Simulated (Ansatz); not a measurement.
```cif
data_structure
_symmetry_space_group_name_H-M 'P 1'
_symmetry_Int_Tables_number 1
_cell_length_a 4.7492
_cell_length_b 7.6693
_cell_length_c 5.1522
_cell_angle_alpha 90.000
_cell_angle_beta 90.000
_cell_angle_gamma 90.000
_cell_volume 187.66
loop_
_atom_site_label
_atom_site_type_symbol
_atom_site_fract_x
_atom_site_fract_y
_atom_site_fract_z
_atom_site_occupancy
Zr1 Zr 0.00000 0.00000 0.00000 1
Zr2 Zr 0.50000 0.50000 0.00000 1
Zn1 Zn 0.00000 0.00000 0.50000 1
Zn2 Zn 0.50000 0.50000 0.50000 1
Zn3 Zn 0.00000 0.33854 0.00000 1
Zn4 Zn 0.50000 0.83854 0.00000 1
Zn5 Zn 0.00000 0.66146 0.00000 1
Zn6 Zn 0.50000 0.16146 0.00000 1
N1 N 0.25000 0.75000 0.50000 1
N2 N 0.75000 0.25000 0.50000 1
N3 N 0.25000 0.25000 0.50000 1
N4 N 0.75000 0.75000 0.50000 1
```

Space group Cmmm; a structure generated by program, which may or may not match a known phase.

These are results of Ansatz, DFT PBE, scalar-relativistic, plane waves, PAW, not measurements.

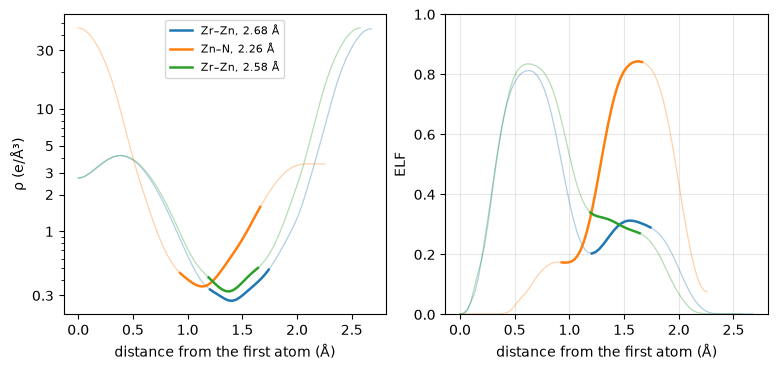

ZrZn₃N₂. Valence electron density and electron localisation function along straight lines between neighbouring atoms. Thin, pale parts lie inside the atomic spheres.

The density is the valence pseudo-density of a PAW calculation; it isn't the true density close to the nuclei.

### What can be read from the curves?

Zr–Zn (2.68 Å): ρ at the midpoint is about 0.28 e/Å³; the ELF is about 0.25 at the midpoint; no localised pair shows between them.
Zn–N (2.26 Å): ρ is about 0.36 e/Å³ halfway; the ELF peaks at about 0.85 in the valence shell of N, 0.6 Å from its nucleus, and is about 0.25 at the midpoint (no shared electron pair shows on this line).
Zr–Zn (2.58 Å): the density is about 0.35 e/Å³ at the midpoint; the ELF is about 0.30 at the midpoint.
